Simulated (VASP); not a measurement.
Band structure of LiBr (rock salt). Level of theory: revPBE GGA, VASP's PBE PAW potentials (set 64) (plane waves; VASP 6.6.1).

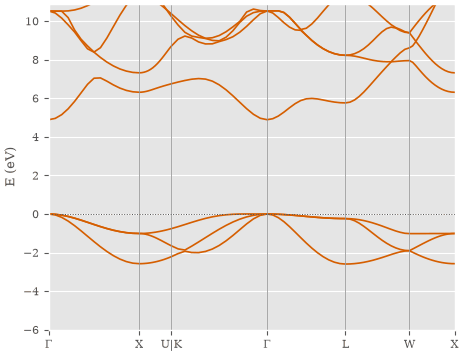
Figure: Bands along high-symmetry lines, zero at the valence-band maximum or, without a gap, the Fermi level

Question: Read the plot: is there a gap, and where are the band edges?

Answer: The gap is indirect, 4.89 eV, from the valence maximum at K-Γ at 0.79 to the conduction minimum at Γ. (Edges off the drawn lines would not show.)

Measured: gap 7.60 eV (computed value off by -2.71 eV), as given by Abedi et al., (2022), arXiv:2211.14644.

The compound is LiBr in the rock salt structure. It was relaxed first, which changed the volume by +6 %.
